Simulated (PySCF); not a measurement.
Al(Me)2(iPr), SMILES C[CH](C)[Al]([CH3])[CH3], singlet at its GFN2-xTB optimised geometry (Å):

```
19

Al     0.1920    -0.7020     0.0000
C      2.1861    -0.7020     0.0000
H      2.6244    -0.0887    -0.7939
H      2.5755    -1.7175    -0.1325
H      2.6085    -0.3278     0.9389
C     -0.8776    -2.3848     0.0007
H     -1.8361    -2.2779     0.5203
H     -0.3362    -3.1972     0.4979
H     -1.1132    -2.7462    -1.0059
C     -0.8048     1.0669     0.0000
C     -1.9686     1.0432    -1.0029
C      0.1384     2.2410    -0.2967
H     -1.2524     1.2598     0.9906
H     -2.5641     1.9561    -0.9443
H     -1.5931     0.9493    -2.0220
H     -2.6244     0.1941    -0.8072
H      0.9634     2.2576     0.4164
H     -0.3849     3.1972    -0.2378
H      0.5609     2.1484    -1.2973
```

Level of theory: CAM-B3LYP/def2-SVP (PySCF). Cells within 0.4 Å of a nucleus heavier than hydrogen are left out (blank, or x).

Map of the electrostatic potential (hartree/e), clipped to [-0.08, 0.12] on the plane z = 0.0 Å:

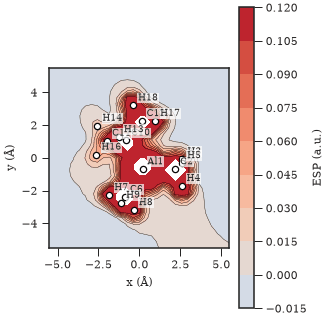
Figure: Electrostatic potential (hartree/e), clipped to [-0.08, 0.12] on the plane z = 0.0 Å.
